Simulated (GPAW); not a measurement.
**STM contrast on S/Ag(100)**

What would a tunnelling microscope show on S/Ag(100)?

Program: GPAW 26.7.0. Level of theory: GPAW, PAW setups; slab in vacuum, relaxation, in the first sound run; inputs show where later runs differ. Results are calculated unless marked as measured.

**1. The starting structure**

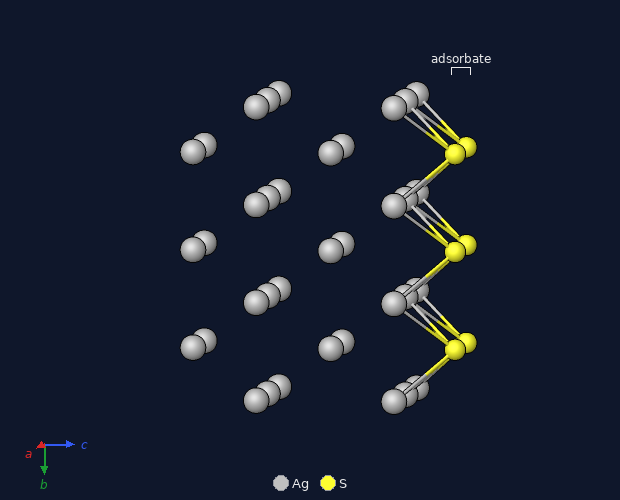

The starting structure, seen from the side, with the c axis across the page (silver light grey, sulfur yellow). 2×3×1 cells are drawn. Some periodic images of atoms are drawn too.

The cell holds 5 atoms: 4 Ag and 1 S. Cell: a = 2.892 Å, b = 2.892 Å, c = 25.781 Å, α = 90.0°, β = 90.0°, γ = 90.0°. Vacuum lies along c.

**2. Relaxation**

The atoms are relaxed first, since the surface dipole, and with it the work function, follows the positions of the outer layers. The lowest 2 atoms are held at bulk positions and keep their forces.

Contents of run.py:

```python
import json
import numpy as np
from ase import Atoms
from ase.constraints import FixAtoms
from ase.optimize import BFGS
from gpaw import GPAW, PW

slab = Atoms(
    ['Ag', 'Ag', 'Ag', 'Ag', 'S'],
    positions=[
        [1.44603, 1.44603, 9.00000],
        [0.00000, 0.00000, 11.04500],
        [1.44603, 1.44603, 13.09000],
        [0.00000, 0.00000, 15.13500],
        [1.44603, 1.44603, 16.78078]],
    cell=[[2.89207, 0.0, 0.0], [0.0, 2.89207, 0.0], [0.0, 0.0, 25.78078]],
    pbc=[True, True, False])

slab.calc = GPAW(mode=PW(400), xc='PBE', kpts={'size': (11, 11, 1), 'gamma': True},
                 occupations={'name': 'fermi-dirac', 'width': 0.1}, nbands='160%',
                 convergence={'density': 1e-05}, maxiter=200,
                 poissonsolver={'dipolelayer': 'xy'},
                 symmetry={'tolerance': 1e-3, 'extra_ids': [1, 1, 0, 0, 0]}, txt='slab.txt')
result = {}
slab.set_constraint(FixAtoms([0, 1]))
path = []
opt = BFGS(slab, maxstep=0.2)
opt.attach(lambda: path.append((slab.get_potential_energy(), slab.positions.tolist(), slab.get_forces().tolist())))
result['relaxed'] = bool(opt.run(fmax=0.03, steps=40))
result['path'] = path
energy = slab.get_potential_energy()
fermi = slab.calc.get_fermi_level()
v = slab.calc.get_electrostatic_potential().mean((0, 1)) - fermi
n = slab.calc.get_pseudo_density().mean((0, 1))
L = slab.cell[2, 2]
z = np.arange(len(v)) * L / len(v)
low, high = slab.positions[:, 2].min(), slab.positions[:, 2].max()
below, above = np.interp([low - 6.8, high + 6.8], z, v)
slopes = [np.interp(x, z, np.gradient(v, z)) for x in (low - 6.8, high + 6.8)]
eps = np.array([[slab.calc.get_eigenvalues(k, s) for k in range(len(slab.calc.get_ibz_k_points()))]
                for s in range(slab.calc.get_number_of_spins())]) - fermi
top, bottom = eps[eps < 0].max(), eps[eps > 0].min()
dipole = slab.get_dipole_moment()[2]
print(f'energy {energy:.4f} eV, Fermi level {fermi:.4f} eV, dipole {dipole:.5f} e A')
print(f'potential 6.8 A off the faces, from the Fermi level: lower {below:.4f} eV, upper {above:.4f} eV')
print(f'slope of the potential there: lower {slopes[0]:.5f}, upper {slopes[1]:.5f} eV/A')
print(f'nearest levels on the mesh: {top:.4f} and {bottom:.4f} eV')
print('magnetic moment', round(slab.get_magnetic_moment(), 3))
result.update(energy=energy, fermi=fermi, dipole=dipole, below=below, above=above, slopes=slopes, edges=[top, bottom],
              z=z.tolist(), v=v.tolist(), n=n.tolist(), positions=slab.positions.tolist(),
              forces=slab.get_forces(apply_constraint=False).tolist(), moments=slab.get_magnetic_moments().tolist())
json.dump(result, open('result.json', 'w'))
```

The run is started by

```
$ OMP_NUM_THREADS=1 OPENBLAS_NUM_THREADS=1 python run.py
```

The log of the run:

```text
Step          Energy          fmax
BFGS:    0      -14.060034        0.901282
BFGS:    1      -14.074579        0.818841
BFGS:    2      -14.137767        0.243376
BFGS:    3      -14.141690        0.296698
BFGS:    4      -14.145353        0.332176
BFGS:    5      -14.149954        0.313031
BFGS:    6      -14.155866        0.228936
BFGS:    7      -14.160798        0.325124
BFGS:    8      -14.164960        0.362141
BFGS:    9      -14.168837        0.347637
BFGS:   10      -14.175524        0.277157
BFGS:   11      -14.184132        0.181564
BFGS:   12      -14.189478        0.095475
BFGS:   13      -14.190516        0.024477
energy -14.1620 eV, Fermi level 0.0833 eV, dipole -0.07699 e A
potential 6.8 A off the faces, from the Fermi level: lower 4.2766 eV, upper 5.9441 eV
slope of the potential there: lower -0.00009, upper 0.00001 eV/A
nearest levels on the mesh: -0.0166 and 0.0313 eV
magnetic moment 0.0
```

Run time: 41 min. Hardware: 1 thread of Arm Neoverse N1, shared host; peak memory 0.27 GiB.

Step by step:

| step | energy less that of the first step (eV) | largest force (eV/Å) |
| --- | --- | --- |
| 1 | 0.0000 | 0.9013 |
| 2 | -0.0147 | 0.8188 |
| 3 | -0.0787 | 0.2434 |
| 4 | -0.0828 | 0.2967 |
| 5 | -0.0867 | 0.3322 |
| 6 | -0.0914 | 0.3130 |
| 7 | -0.0974 | 0.2289 |
| 8 | -0.1022 | 0.3251 |
| 9 | -0.1064 | 0.3621 |
| 10 | -0.1103 | 0.3476 |
| 11 | -0.1170 | 0.2772 |
| 12 | -0.1257 | 0.1816 |
| 13 | -0.1310 | 0.0955 |
| 14 | -0.1320 | 0.0245 |

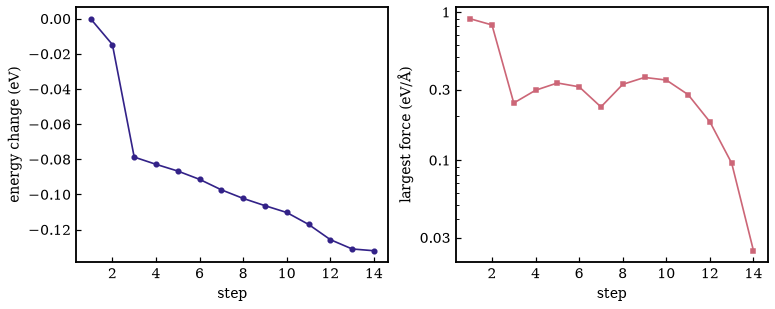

Energy and largest force along the relaxation.

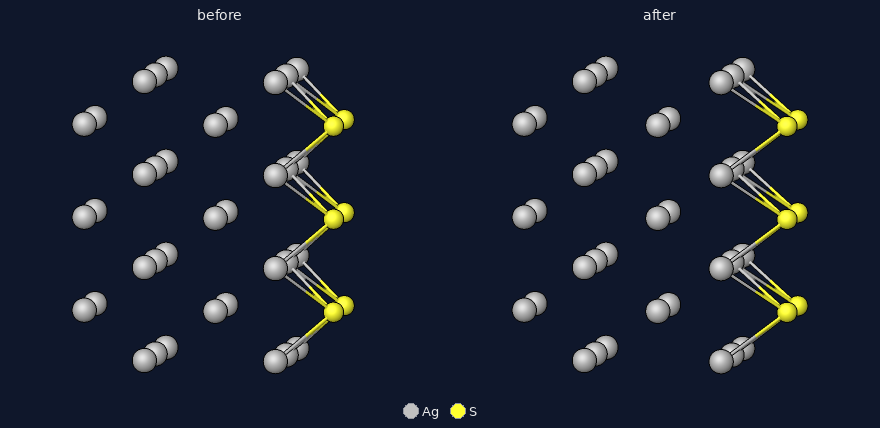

Before and after, at one scale.

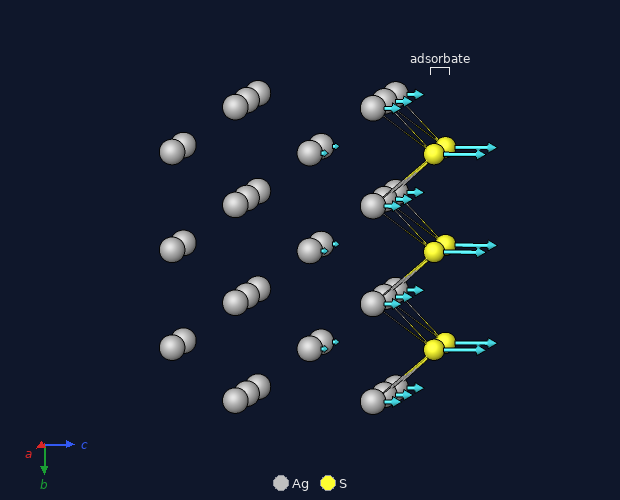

Displacements in the relaxation, exaggerated; the longest in the cell stands for 0.42 Å. 2×3×1 cells are drawn. Some periodic images of atoms are drawn too.

The atoms that moved most (Å):

| atom | dx | dy | dz | length |
| --- | --- | --- | --- | --- |
| S5 | 0.000 | 0.000 | 0.423 | 0.423 |
| Ag4 | 0.000 | 0.000 | 0.180 | 0.180 |
| Ag3 | 0.000 | 0.000 | 0.079 | 0.079 |

Final coordinates:

```cif
data_structure
_symmetry_space_group_name_H-M 'P 1'
_symmetry_Int_Tables_number 1
_cell_length_a 2.8921
_cell_length_b 2.8921
_cell_length_c 25.7808
_cell_angle_alpha 90.000
_cell_angle_beta 90.000
_cell_angle_gamma 90.000
_cell_volume 215.63
loop_
_atom_site_label
_atom_site_type_symbol
_atom_site_fract_x
_atom_site_fract_y
_atom_site_fract_z
_atom_site_occupancy
Ag1 Ag 0.50000 0.50000 0.34910 1
Ag2 Ag 0.00000 0.00000 0.42842 1
Ag3 Ag 0.50000 0.50000 0.51080 1
Ag4 Ag 0.00000 0.00000 0.59407 1
S5 S 0.50000 0.50000 0.66729 1
```

Numbers from this step:

```yaml
dipole_along_the_normal: -0.07699 e·Å
levels_nearest_the_fermi_level_on_the_mesh: -0.01661, 0.03133 eV from the Fermi level
upper_work_function: 5.944 eV
lower_work_function: 4.277 eV
```

The electrostatic potential energy of an electron (without an applied field's), less the Fermi level, planar mean oscillates, so the rows of the table below give means over windows of 2.15 Å about each position, cut where the curve ends. Its maxima inside the range that stand out by 2 % of the span (Å: eV): 10.0: -0.750, 12.1: -0.212, 14.3: -0.00933, 16.3: -0.914, 24.6: 5.94. Its minima: 9.0: -17.3, 11.1: -17.5, 13.2: -17.3, 15.4: -17.3, 17.2: -19.7.

Table of electrostatic potential energy of an electron (without an applied field's), less the Fermi level, planar mean by z; means over each step:

| z (Å) | electrostatic potential energy of an electron (without an applied field's), less the Fermi level, planar mean (eV) |
| --- | --- |
| 1.07 | 4.35 |
| 3.22 | 4.28 |
| 5.37 | 4.27 |
| 7.52 | 1.64 |
| 9.67 | -8.27 |
| 11.82 | -7.83 |
| 13.97 | -7.56 |
| 16.12 | -9.42 |
| 18.27 | -0.149 |
| 20.42 | 5.93 |
| 22.57 | 5.94 |
| 24.72 | 5.90 |

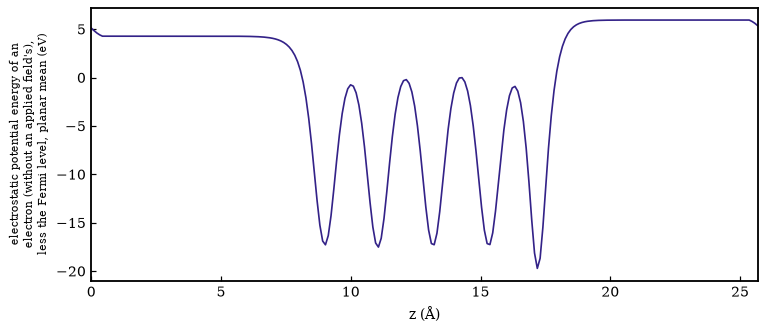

Electrostatic potential energy of an electron (without an applied field's), less the Fermi level, planar mean, plotted against z.

The pseudo valence density, planar mean oscillates, so the rows of the table below give means over windows of 2.15 Å about each position, cut where the curve ends. Its maxima inside the range that stand out by 2 % of the span (Å: e/Å³): 9.0: 2.23, 11.0: 2.15, 13.1: 2.19, 15.3: 2.19, 17.0: 0.437. Its minima: 10.1: 0.273, 12.0: 0.243, 14.2: 0.233, 16.3: 0.315.

The pseudo valence density, planar mean by z; means over each step:

| z (Å) | pseudo valence density, planar mean (e/Å³) |
| --- | --- |
| 3.22 | 0 |
| 5.37 | 3.8e-4 |
| 7.52 | 0.152 |
| 9.67 | 1.01 |
| 11.82 | 0.964 |
| 13.97 | 0.948 |
| 16.12 | 0.874 |
| 18.27 | 0.169 |
| 20.42 | 5.3e-4 |
| 22.57 | 0 |

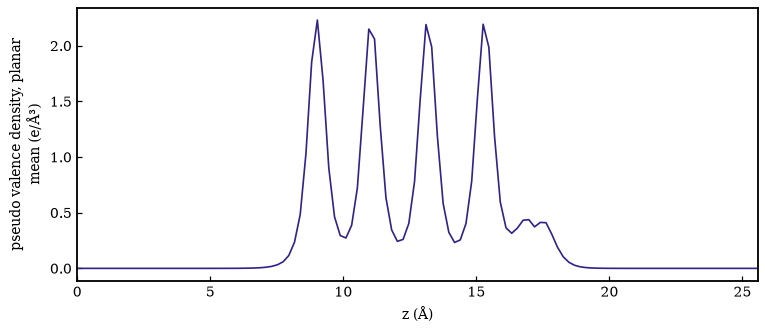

Pseudo valence density, planar mean, plotted against z.

The relaxation lowered the energy of the cell by 0.132 eV (energies extrapolated to zero smearing; the optimiser's log prints free energies). The largest force left on a free atom is 0.024 eV/Å.

**3. Plane waves, PBE**

With the geometry fixed, the planar mean of the potential gives the vacuum level on each side.

This step: GPAW, PAW setups; slab in vacuum (GPAW 26.7.0).

Edit run.py of step 2 so:

```diff
@@ -3,4 +3,3 @@
 from ase import Atoms
-from ase.constraints import FixAtoms
-from ase.optimize import BFGS
+from ase.dft.stm import STM
 from gpaw import GPAW, PW
@@ -12,5 +11,5 @@
         [0.00000, 0.00000, 11.04500],
-        [1.44603, 1.44603, 13.09000],
-        [0.00000, 0.00000, 15.13500],
-        [1.44603, 1.44603, 16.78078]],
+        [1.44603, 1.44603, 13.16894],
+        [0.00000, -0.00000, 15.31550],
+        [1.44603, 1.44603, 17.20336]],
     cell=[[2.89207, 0.0, 0.0], [0.0, 2.89207, 0.0], [0.0, 0.0, 25.78078]],
@@ -22,10 +21,4 @@
                  poissonsolver={'dipolelayer': 'xy'},
-                 symmetry={'tolerance': 1e-3, 'extra_ids': [1, 1, 0, 0, 0]}, txt='slab.txt')
+                 symmetry={'tolerance': 1e-3}, txt='slab.txt')
 result = {}
-slab.set_constraint(FixAtoms([0, 1]))
-path = []
-opt = BFGS(slab, maxstep=0.2)
-opt.attach(lambda: path.append((slab.get_potential_energy(), slab.positions.tolist(), slab.get_forces().tolist())))
-result['relaxed'] = bool(opt.run(fmax=0.03, steps=40))
-result['path'] = path
 energy = slab.get_potential_energy()
@@ -51,2 +44,16 @@
               forces=slab.get_forces(apply_constraint=False).tolist(), moments=slab.get_magnetic_moments().tolist())
+
+# Images need the states of the whole zone, up to time reversal
+slab.calc = slab.calc.fixed_density(symmetry={'point_group': False}, txt='states.txt', nbands='250%',
+                                    convergence={'bands': 'CBM+1.8'})
+stm = STM(slab)
+result['stm'] = []
+for bias in [-2.0, -1.0, 1.5]:
+    height = high + 3.5
+    current = stm.get_averaged_current(bias, height)
+    x, y, h = stm.scan(bias, current)
+    i, f = divmod(height / L * stm.ldos.shape[2], 1)
+    I = abs((1 - f) * stm.ldos[:, :, int(i)] + f * stm.ldos[:, :, int(i) + 1])
+    print(f'bias {bias} V: mean current at 3.5 A {current:.4e}, corrugation {np.ptp(h):.4f} A')
+    result['stm'].append(dict(bias=bias, current=current, h=(h - high).tolist(), I=I.tolist()))
 json.dump(result, open('result.json', 'w'))
```

The log of the run:

```text
energy -14.1620 eV, Fermi level 0.0833 eV, dipole -0.07709 e A
potential 6.8 A off the faces, from the Fermi level: lower 4.2766 eV, upper 5.9440 eV
slope of the potential there: lower -0.00007, upper -0.00001 eV/A
nearest levels on the mesh: -0.0167 and 0.0313 eV
magnetic moment 0.0
bias -2.0 V: mean current at 3.5 A 1.7369e-05, corrugation 0.2201 A
bias -1.0 V: mean current at 3.5 A 9.6841e-06, corrugation 0.2487 A
bias 1.5 V: mean current at 3.5 A 9.7644e-06, corrugation 0.2438 A
```

Wall time 11 min (1 thread); peak memory 0.72 GiB.

This step gave:

```yaml
dipole_along_the_normal: -0.07709 e·Å
levels_nearest_the_fermi_level_on_the_mesh: -0.01666, 0.03128 eV from the Fermi level
corrugation_minus_2: 0.2201 Å
corrugation_minus_1: 0.2487 Å
corrugation_1p5: 0.2438 Å
```

The electrostatic potential energy of an electron (without an applied field's), less the Fermi level, planar mean oscillates, so the rows of the table below give means over windows of 2.15 Å about each position, cut where the curve ends. Its maxima inside the range that stand out by 2 % of the span (Å: eV): 10.0: -0.750, 12.1: -0.212, 14.3: -0.00923, 16.3: -0.914, 23.7: 5.94. Its minima: 9.0: -17.3, 11.1: -17.5, 13.2: -17.3, 15.4: -17.3, 17.2: -19.7.

Electrostatic potential energy of an electron (without an applied field's), less the Fermi level, planar mean against z; means over each step:

(Unchanged from step 2.)

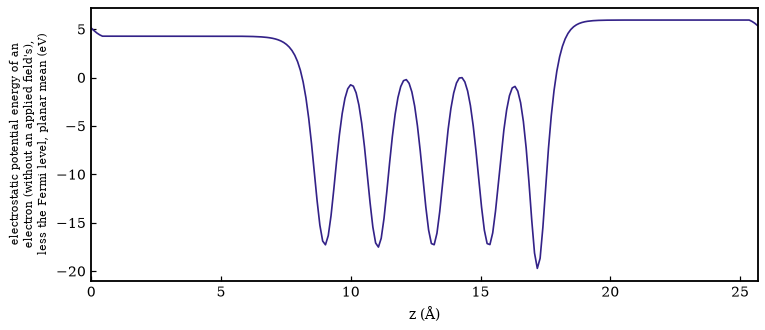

Electrostatic potential energy of an electron (without an applied field's), less the Fermi level, planar mean, plotted against z.

[end of part 1 of 2]

[Logs are printed without paths, hosts, clocks, repeated set-up lines and the standing remarks that a program may print on its own settings, such as how far it seeks lower states.]

[Hosts, paths, dates, database ids (printed as entryN), source tags and the programs' standing remarks are cut or masked in the printed files.]
